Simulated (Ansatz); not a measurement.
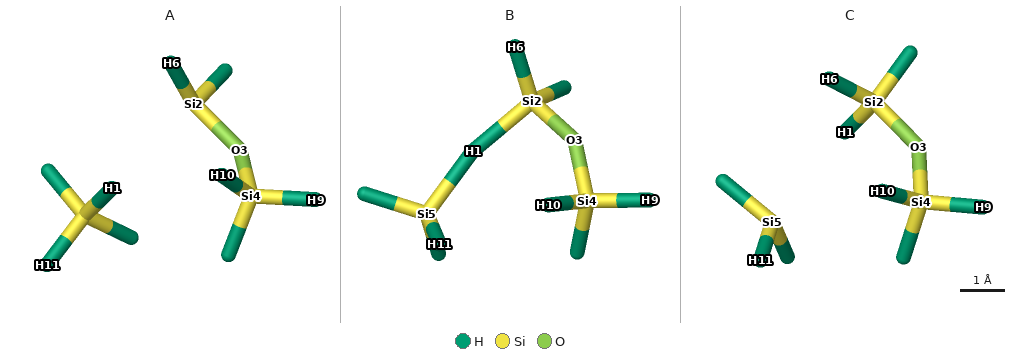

Three geometries of Si3H9O (multiplicity 2): a saddle point and the two minima that it joins, in shuffled order. The picture is a stick view, seen at a tilt. Sticks join atoms that are closer than about 1.2 times the sum of their covalent radii (a little more with hydrogen).

Stationary points at PBE0-D4/def2-TZVP, single-point energies with CAM-B3LYP-D4, B97M-V, B3LYP-D4 (def2-TZVPP where no basis is named; Ansatz 0.2.0). The energies are electronic, without zero-point or thermal terms, and both ends are the minima reached downhill from the saddle, with any fragments still in contact.

Identify the saddle point and describe the reaction.

Frame B is the saddle point. Counted by bonded pieces, C holds SiH₃ + Si₂H₆O and A holds SiH₄ + Si₂H₅O. From C over the saddle to A, a bond forms: H–Si (3.16 → 1.77 → 1.49 Å). A bond breaks: H–Si (1.49 → 1.78 → 3.09 Å). The saddle has one imaginary mode, 1049i cm⁻¹. With CAM-B3LYP-D4 the barrier is 11.0 kcal/mol from C and 10.3 kcal/mol from A, and A lies 0.6 kcal/mol above C.

| level | barrier from C (kcal/mol) | barrier from A (kcal/mol) | A less C (kcal/mol) |
| --- | --- | --- | --- |
| CAM-B3LYP-D4 | 11.0 | 10.3 | 0.6 |
| B97M-V | 6.3 | 5.2 | 1.1 |
| B3LYP-D4 | 9.2 | 8.6 | 0.6 |

Limits of the set-up: the start holds two separate molecules, 3.2 Å apart at their closest, whose relative position is a soft coordinate.
